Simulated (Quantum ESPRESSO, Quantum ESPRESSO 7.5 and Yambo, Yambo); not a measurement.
**Quasiparticle gap of BAs (F-43m) in Yambo**

Aim: the G0W0 gap of BAs (F-43m) on PBE with spin-orbit coupling, step by step.

Program: Quantum ESPRESSO 7.5 and Yambo 5.3.0. Level of theory: PBE and many-body steps on it, plane waves. Results are calculated unless marked as measured.

**What was measured.**

- Gap 1.82 eV: indirect optical gap from absorption edge; UV-visible absorption; 300 K; bulk crystal (single crystal grown by chemical vapor transport) (“Basic Physical Properties of Cubic Boron Arsenide”, 2019, arxiv:1911.11281).

- Gap 4.12 eV: direct gap from square of absorption coefficient, average of two samples; spectroscopic ellipsometry; 300 K; bulk crystal (CVT-grown opaque bulk crystals) (“Optical properties of cubic boron arsenide”, 2019, arxiv:1911.04914).

- Gap 2.02 eV: indirect gap from square root of absorption coefficient, average of three samples; transmission and reflection spectroscopy; 300 K; bulk crystal (CVT-grown platelets about 10 um thick) (“Optical properties of cubic boron arsenide”, 2019, arxiv:1911.04914).

## Step 1: The structure

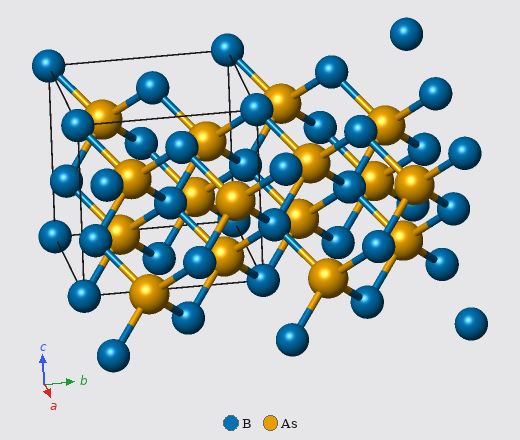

The starting structure, seen slightly off an axis (boron blue, arsenic orange). 2×2×1 cells are drawn. This picture shows the conventional cell, with its axes. Bonds to atoms that aren't drawn are left out. Some periodic images of atoms are drawn too.

The cell and positions come from the Crystallography Open Database and are kept as given unless a step says otherwise.

## Step 2: Ground state

This step: Quantum ESPRESSO 7.5; DFT, PBE with spin-orbit coupling, plane waves, norm-conserving pseudopotentials.

The ground-state density comes first.

The input, pw.in:

```
&control
  calculation = 'scf'
  prefix = 'x'
  outdir = 'o'
  pseudo_dir = 'pseudo'
/
&system
  ibrav = 0
  nat = 2
  ntyp = 2
  ecutwfc = 76.0
  nbnd = 28
  force_symmorphic = .true.
  noncolin = .true.
  lspinorb = .true.
/
&electrons
  conv_thr = 1e-10
  electron_maxstep = 80
  mixing_beta = 0.5
/
ATOMIC_SPECIES
  B 10.81 B.upf
  As 74.922 As.upf
CELL_PARAMETERS angstrom
  -0.0000000000 2.3885000000 2.3885000000
  2.3885000000 -0.0000000000 2.3885000000
  2.3885000000 2.3885000000 -0.0000000000
ATOMIC_POSITIONS crystal
  B 0.0000000000 0.0000000000 0.0000000000
  As 0.2500000000 0.2500000000 0.2500000000
K_POINTS automatic
  8 8 8 0 0 0
```

On the command line:

```console
$ OMP_NUM_THREADS=1 mpirun -n 4 pw.x -nk 4 -in pw.in > pw.out
```

The log of the run:

```text
Program PWSCF v.7.5 starts

     This program is part of the open-source Quantum ESPRESSO suite
     for quantum simulation of materials; please cite
         "P. Giannozzi et al., J. Phys.:Condens. Matter 21 395502 (2009);
         "P. Giannozzi et al., J. Phys.:Condens. Matter 29 465901 (2017);
         "P. Giannozzi et al., J. Chem. Phys. 152 154105 (2020);
     in publications or presentations arising from this work. More details at
     Message from routine setup:
     using ibrav=0 with symmetry is DISCOURAGED, use correct ibrav instead

     G-vector sticks info

     bravais-lattice index     =            0
     lattice parameter (alat)  =       6.3832  a.u.
     unit-cell volume          =     183.9087 (a.u.)^3
     number of atoms/cell      =            2
     number of atomic types    =            2
     number of electrons       =        18.00
     number of Kohn-Sham states=           28
     kinetic-energy cutoff     =      76.0000  Ry
     charge density cutoff     =     304.0000  Ry
     scf convergence threshold =      1.0E-10
     mixing beta               =       0.5000
     number of iterations used =            8  plain     mixing
     Exchange-correlation= PBE
                           (   1   4   3   4   0   0   0)
     Non magnetic calculation with spin-orbit

     celldm(1)=   6.383210  celldm(2)=   0.000000  celldm(3)=   0.000000
     celldm(4)=   0.000000  celldm(5)=   0.000000  celldm(6)=   0.000000

     crystal axes: (cart. coord. in units of alat)
               a(1) = (  -0.000000   0.707107   0.707107 )
               a(2) = (   0.707107  -0.000000   0.707107 )
               a(3) = (   0.707107   0.707107  -0.000000 )

     reciprocal axes: (cart. coord. in units 2 pi/alat)
               b(1) = ( -0.707107  0.707107  0.707107 )
               b(2) = (  0.707107 -0.707107  0.707107 )
               b(3) = (  0.707107  0.707107 -0.707107 )
     Pseudo is Norm-conserving + core correction, Zval =  3.0
     Generated using ONCVPSP code by D. R. Hamann
     Using radial grid of 1534 points,  6 beta functions with:
     Pseudo is Norm-conserving + core correction, Zval = 15.0
     Generated using ONCVPSP code by D. R. Hamann
     Using radial grid of 1358 points, 10 beta functions with:
     B                 3.00    10.81000     B ( 1.00)
     As               15.00    74.92200     As( 1.00)

     24 Sym. Ops. (no inversion) found

   Cartesian axes

     site n.     atom                  positions (alat units)
         1        B      tau(   1) = (   0.0000000   0.0000000   0.0000000  )
         2        As     tau(   2) = (   0.3535534   0.3535534   0.3535534  )

     number of k points=    29
                       cart. coord. in units 2pi/alat
        k(    1) = (   0.0000000   0.0000000   0.0000000), wk =   0.0019531
        k(    2) = (   0.0883883   0.0883883  -0.0883883), wk =   0.0156250
        k(    3) = (   0.1767767   0.1767767  -0.1767767), wk =   0.0156250
        k(    4) = (   0.2651650   0.2651650  -0.2651650), wk =   0.0156250
        k(    5) = (  -0.3535534  -0.3535534   0.3535534), wk =   0.0078125
        k(    6) = (   0.1767767   0.0000000   0.0000000), wk =   0.0117188
        k(    7) = (   0.2651650   0.0883883  -0.0883883), wk =   0.0468750
        k(    8) = (   0.3535534   0.1767767  -0.1767767), wk =   0.0468750
        k(    9) = (  -0.2651650  -0.4419417   0.4419417), wk =   0.0468750
        k(   10) = (  -0.1767767  -0.3535534   0.3535534), wk =   0.0468750
     [... 17 further rows ...]
        k(   28) = (  -0.7071068   0.1767767  -0.0000000), wk =   0.0234375
        k(   29) = (  -0.7071068   0.3535534   0.0000000), wk =   0.0117188

     Dense  grid:    16457 G-vectors     FFT dimensions: (  36,  36,  36)

     Initial potential from superposition of free atoms

     starting charge      17.9995, renormalised to      18.0000
     Starting wfcs are   26 randomized atomic wfcs +    2 random wfcs

     per-process dynamical memory:    38.8 Mb

     Self-consistent Calculation

     iteration #  1     ecut=    76.00 Ry     beta= 0.50

     Threshold (ethr) on eigenvalues was too large:
     Diagonalizing with lowered threshold

     total energy              =    -217.93866444 Ry
     estimated scf accuracy    <       0.15322244 Ry

     iteration #  2     ecut=    76.00 Ry     beta= 0.50

     total energy              =    -217.96632510 Ry
     estimated scf accuracy    <       0.01078717 Ry

     iteration #  3     ecut=    76.00 Ry     beta= 0.50

     total energy              =    -217.96711576 Ry
     estimated scf accuracy    <       0.00168465 Ry

     iteration #  4     ecut=    76.00 Ry     beta= 0.50

     total energy              =    -217.96720361 Ry
     estimated scf accuracy    <       0.00003178 Ry

     iteration #  5     ecut=    76.00 Ry     beta= 0.50

     total energy              =    -217.96721114 Ry
     estimated scf accuracy    <       0.00000376 Ry

     iteration #  6     ecut=    76.00 Ry     beta= 0.50

     total energy              =    -217.96721182 Ry
     estimated scf accuracy    <       0.00000015 Ry

     iteration #  7     ecut=    76.00 Ry     beta= 0.50

     total energy              =    -217.96721185 Ry
     estimated scf accuracy    <       0.00000002 Ry

     iteration #  8     ecut=    76.00 Ry     beta= 0.50

     total energy              =    -217.96721186 Ry
     estimated scf accuracy    <          1.2E-09 Ry

     iteration #  9     ecut=    76.00 Ry     beta= 0.50

     End of self-consistent calculation

          k = 0.0000 0.0000 0.0000 (  2085 PWs)   bands (ev):

   -24.9749 -24.9749 -24.9749 -24.9749 -24.2563 -24.2563 -24.2441 -24.2441
   -24.2441 -24.2441  -4.0504  -4.0504  11.2042  11.2042  11.4118  11.4118
    11.4118  11.4118  14.4980  14.4980  14.7125  14.7125  14.7125  14.7125
    16.0354  16.0354  20.9542  20.9542

          k = 0.0884 0.0884-0.0884 (  2055 PWs)   bands (ev):

   -24.9747 -24.9741 -24.9735 -24.9735 -24.2549 -24.2549 -24.2440 -24.2440
   -24.2430 -24.2424  -3.7945  -3.7945   9.3778   9.3778  10.8428  10.8428
    10.9756  10.9774  14.7423  14.7423  15.1545  15.1545  15.2861  15.2886
    17.3190  17.3190  21.8972  21.8972

          k = 0.1768 0.1768-0.1768 (  2060 PWs)   bands (ev):

   -24.9743 -24.9735 -24.9714 -24.9714 -24.2527 -24.2527 -24.2444 -24.2444
   -24.2406 -24.2397  -3.0496  -3.0496   6.4125   6.4125  10.1287  10.1287
    10.2681  10.2702  14.4227  14.4227  15.9541  15.9541  16.0779  16.0822
    19.2682  19.2682  22.6763  22.6772

          k = 0.2652 0.2652-0.2652 (  2045 PWs)   bands (ev):

     [... further k-points ...]

     highest occupied, lowest unoccupied level (ev):    11.4118   12.5553

!    total energy              =    -217.96721186 Ry
     estimated scf accuracy    <          6.7E-11 Ry

     The total energy is the sum of the following terms:
     one-electron contribution =    -102.07843964 Ry
     hartree contribution      =      60.95197354 Ry
     xc contribution           =     -49.99862301 Ry
     ewald contribution        =    -126.84212275 Ry

     convergence has been achieved in   9 iterations

     XML data file, charge density, pseudopotentials, collected wavefunctions

=------------------------------------------------------------------------------=
   JOB DONE.
=------------------------------------------------------------------------------=
```

It took 16 s on 4 MPI ranks of Arm Neoverse V1, shared host; peak memory 0.34 GiB; 65 s of CPU time.

Numbers from this step:

| Property | Result |
| --- | --- |
| total energy | -2965.5950 eV |
| gap | 1.144 eV |
| k of the valence top | 0, 0, 0 |
| k of the conduction bottom | 0, 0.375, 0.375 |
| least direct gap | 3.086 eV |

The gap is indirect, with the least direct gap 1.94 eV higher.

## Step 3: Bands along the symmetry lines

The cheap functional maps the bands first; the places of the edges decide which points the dearer methods must see.

The input, pw.in:

```
&control
  calculation = 'bands'
  prefix = 'x'
  outdir = 'o'
  pseudo_dir = 'pseudo'
/
&system
  ibrav = 0
  nat = 2
  ntyp = 2
  ecutwfc = 76.0
  nbnd = 30
  force_symmorphic = .true.
  noncolin = .true.
  lspinorb = .true.
/
&electrons
  conv_thr = 1e-9
  electron_maxstep = 80
  diago_full_acc = .true.
  diago_thr_init = 5e-6
/
ATOMIC_SPECIES
  B 10.81 B.upf
  As 74.922 As.upf
CELL_PARAMETERS angstrom
  -0.0000000000 2.3885000000 2.3885000000
  2.3885000000 -0.0000000000 2.3885000000
  2.3885000000 2.3885000000 -0.0000000000
ATOMIC_POSITIONS crystal
  B 0.0000000000 0.0000000000 0.0000000000
  As 0.2500000000 0.2500000000 0.2500000000
K_POINTS crystal
  50
  0.00000000 0.00000000 0.00000000 1
  -0.06250000 -0.06250000 0.00000000 1
  -0.12500000 -0.12500000 0.00000000 1
  -0.18750000 -0.18750000 0.00000000 1
  -0.25000000 -0.25000000 0.00000000 1
  -0.31250000 -0.31250000 0.00000000 1
  -0.37500000 -0.37500000 0.00000000 1
  -0.43750000 -0.43750000 0.00000000 1
  -0.50000000 -0.50000000 0.00000000 1
  -0.48437500 -0.48437500 0.03125000 1
  -0.46875000 -0.46875000 0.06250000 1
  -0.45312500 -0.45312500 0.09375000 1
  -0.43750000 -0.43750000 0.12500000 1
  -0.42187500 -0.42187500 0.15625000 1
  -0.40625000 -0.40625000 0.18750000 1
  -0.39062500 -0.39062500 0.21875000 1
  -0.37500000 -0.37500000 0.25000000 1
  -0.37500000 0.00000000 0.37500000 1
  -0.32812500 0.00000000 0.32812500 1
  -0.28125000 0.00000000 0.28125000 1
  -0.23437500 0.00000000 0.23437500 1
  -0.18750000 0.00000000 0.18750000 1
  -0.14062500 0.00000000 0.14062500 1
  -0.09375000 0.00000000 0.09375000 1
  -0.04687500 0.00000000 0.04687500 1
  0.00000000 0.00000000 0.00000000 1
  0.00000000 0.00000000 0.06250000 1
  0.00000000 0.00000000 0.12500000 1
  0.00000000 0.00000000 0.18750000 1
  0.00000000 0.00000000 0.25000000 1
  0.00000000 0.00000000 0.31250000 1
  0.00000000 0.00000000 0.37500000 1
  0.00000000 0.00000000 0.43750000 1
  -0.00000000 -0.00000000 0.50000000 1
  -0.06250000 -0.03125000 0.46875000 1
  -0.12500000 -0.06250000 0.43750000 1
  -0.18750000 -0.09375000 0.40625000 1
  -0.25000000 -0.12500000 0.37500000 1
  -0.31250000 -0.15625000 0.34375000 1
  -0.37500000 -0.18750000 0.31250000 1
  -0.43750000 -0.21875000 0.28125000 1
  -0.50000000 -0.25000000 0.25000000 1
  -0.50000000 -0.28125000 0.21875000 1
  -0.50000000 -0.31250000 0.18750000 1
  -0.50000000 -0.34375000 0.15625000 1
  -0.50000000 -0.37500000 0.12500000 1
  -0.50000000 -0.40625000 0.09375000 1
  -0.50000000 -0.43750000 0.06250000 1
  -0.50000000 -0.46875000 0.03125000 1
  -0.50000000 -0.50000000 0.00000000 1
```

The log of the run:

```text
[banner, memory and clock lines left out]
Program PWSCF v.7.5 starts

     Atomic positions and unit cell read from directory:
     o/x.save/

     Message from routine setup:
     using ibrav=0 with symmetry is DISCOURAGED, use correct ibrav instead

     G-vector sticks info

     bravais-lattice index     =            0
     lattice parameter (alat)  =       6.3832  a.u.
     unit-cell volume          =     183.9087 (a.u.)^3
     number of atoms/cell      =            2
     number of atomic types    =            2
     number of electrons       =        18.00
     number of Kohn-Sham states=           30
     kinetic-energy cutoff     =      76.0000  Ry
     charge density cutoff     =     304.0000  Ry
     Exchange-correlation= PBE
                           (   1   4   3   4   0   0   0)
     Non magnetic calculation with spin-orbit

     celldm(1)=   6.383210  celldm(2)=   0.000000  celldm(3)=   0.000000
     celldm(4)=   0.000000  celldm(5)=   0.000000  celldm(6)=   0.000000

     crystal axes: (cart. coord. in units of alat)
               a(1) = (  -0.000000   0.707107   0.707107 )
               a(2) = (   0.707107  -0.000000   0.707107 )
               a(3) = (   0.707107   0.707107  -0.000000 )

     reciprocal axes: (cart. coord. in units 2 pi/alat)
               b(1) = ( -0.707107  0.707107  0.707107 )
               b(2) = (  0.707107 -0.707107  0.707107 )
               b(3) = (  0.707107  0.707107 -0.707107 )
     Pseudo is Norm-conserving + core correction, Zval =  3.0
     Generated using ONCVPSP code by D. R. Hamann
     Using radial grid of 1534 points,  6 beta functions with:
     Pseudo is Norm-conserving + core correction, Zval = 15.0
     Generated using ONCVPSP code by D. R. Hamann
     Using radial grid of 1358 points, 10 beta functions with:
     B                 3.00    10.81000     B ( 1.00)
     As               15.00    74.92200     As( 1.00)

     24 Sym. Ops. (no inversion) found

   Cartesian axes

     site n.     atom                  positions (alat units)
         1        B      tau(   1) = (   0.0000000   0.0000000   0.0000000  )
         2        As     tau(   2) = (   0.3535534   0.3535534   0.3535534  )

     number of k points=    50
                       cart. coord. in units 2pi/alat
        k(    1) = (   0.0000000   0.0000000   0.0000000), wk =   0.0200000
        k(    2) = (   0.0000000   0.0000000  -0.0883883), wk =   0.0200000
        k(    3) = (   0.0000000   0.0000000  -0.1767767), wk =   0.0200000
[...]
[... 38 further rows ...]
        k(   49) = (   0.0441942  -0.0000000  -0.7071068), wk =   0.0200000
        k(   50) = (   0.0000000   0.0000000  -0.7071068), wk =   0.0200000

     Dense  grid:    16457 G-vectors     FFT dimensions: (  36,  36,  36)

     The potential is recalculated from file :
     o/x.save/charge-density

     Starting wfcs are   26 randomized atomic wfcs +    4 random wfcs

     Band Structure Calculation

     End of band structure calculation

          k = 0.0000 0.0000 0.0000 (  2085 PWs)   bands (ev):

   -24.9748 -24.9748 -24.9748 -24.9748 -24.2561 -24.2561 -24.2439 -24.2439
   -24.2439 -24.2439  -4.0504  -4.0504  11.2042  11.2042  11.4118  11.4118
    11.4118  11.4118  14.4980  14.4980  14.7125  14.7125  14.7125  14.7125
    16.0354  16.0354  20.9543  20.9543  24.5148  24.5148

          k = 0.0000 0.0000-0.0884 (  2069 PWs)   bands (ev):

[...]
16.4221  16.4221  21.3071  21.3071  23.0969  23.0969

          k = 0.0000 0.0000-0.1768 (  2037 PWs)   bands (ev):

[...]
16.9932  16.9932  21.5723  21.5723  22.2646  22.2646

          k =-0.0000 0.0000-0.2652 (  2045 PWs)   bands (ev):

[...]
k = 0.0000 0.0000-0.3536 (  2045 PWs)   bands (ev):

[...]
k = 0.0000-0.0000-0.4419 (  2048 PWs)   bands (ev):

[...]
k =-0.0000 0.0000-0.5303 (  2068 PWs)   bands (ev):

[...]
k = 0.0000-0.0000-0.6187 (  2064 PWs)   bands (ev):

[...]
k = 0.5303-0.0000-0.5303 (  2065 PWs)   bands (ev):

[...]
k = 0.0000 0.0000 0.0000 (  2085 PWs)   bands (ev):

[...]
k = 0.1326 0.0000-0.7071 (  2060 PWs)   bands (ev):

[...]
k = 0.0884-0.0000-0.7071 (  2062 PWs)   bands (ev):

[...]
k = 0.0442-0.0000-0.7071 (  2058 PWs)   bands (ev):

[...]
22.7235  22.7254  24.1748  24.1789  28.2345  28.4049

          k = 0.0000 0.0000-0.7071 (  2044 PWs)   bands (ev):

[...]
-24.2351 -24.2351   0.1295   0.1295   2.8301   2.8301   7.2069   7.2069
     7.3386   7.3386  12.8003  12.8003  12.8053  12.8053  22.6575  22.6575
    22.8122  22.8122  24.2374  24.2374  28.5980  28.5980

     XML data file, pseudopotentials, collected wavefunctions
```

Wall time 10 s (4 MPI ranks); peak memory 0.24 GiB; 41 s of CPU time.

Numbers from this step:

```yaml
gap: 1.144 eV
k_of_the_valence_top: 0, 0, 0
k_of_the_conduction_bottom: -0.375, -0.375, 0
least_direct_gap: 3.086 eV
```

The gap is 1.144 eV, as in the run before at this level.

The electronic bands at the labelled points (eV, zero at the top of the highest filled band):

| point | band 15 | band 16 | band 17 | band 18 | band 19 | band 20 | band 21 | band 22 |
| --- | --- | --- | --- | --- | --- | --- | --- | --- |
| Γ | 0.00 | 0.00 | 0.00 | 0.00 | 3.09 | 3.09 | 3.30 | 3.30 |
| X | -4.20 | -4.20 | -4.07 | -4.07 | 1.39 | 1.39 | 1.39 | 1.39 |
| U | -6.06 | -5.96 | -3.55 | -3.54 | 1.99 | 2.00 | 5.48 | 5.52 |
| jump to K | -6.06 | -5.96 | -3.55 | -3.54 | 1.99 | 2.00 | 5.48 | 5.52 |
| Γ | 0.00 | 0.00 | 0.00 | 0.00 | 3.09 | 3.09 | 3.30 | 3.30 |
| L | -1.96 | -1.96 | -1.81 | -1.81 | 2.64 | 2.64 | 4.70 | 4.70 |
| W | -5.62 | -5.48 | -5.25 | -5.23 | 5.21 | 5.22 | 5.89 | 5.89 |
| X | -4.20 | -4.20 | -4.07 | -4.07 | 1.39 | 1.39 | 1.39 | 1.39 |

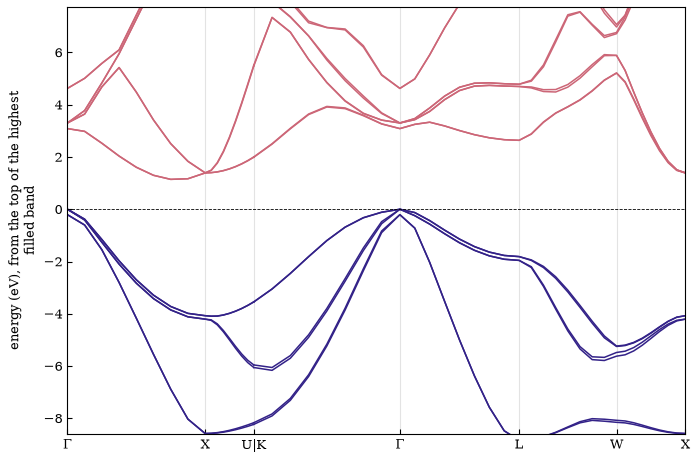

Electronic bands along the path; lines of filled and empty bands in two colours.

(Continued in part 2 of 3.)

[Paths, hosts, dates, memory and timing lines, banners, echoed tables and standing remarks are left out of the program output.]

[Logs are printed without paths, hosts, clocks, repeated set-up lines and the standing remarks that a program may print on its own settings, such as how far it seeks lower states.]

[Runs of the session that timed out or met a known fault of the program may be left out.]

[Hosts, paths, dates, database ids (printed as entryN), source tags and the programs' standing remarks are cut or masked in the printed files.]
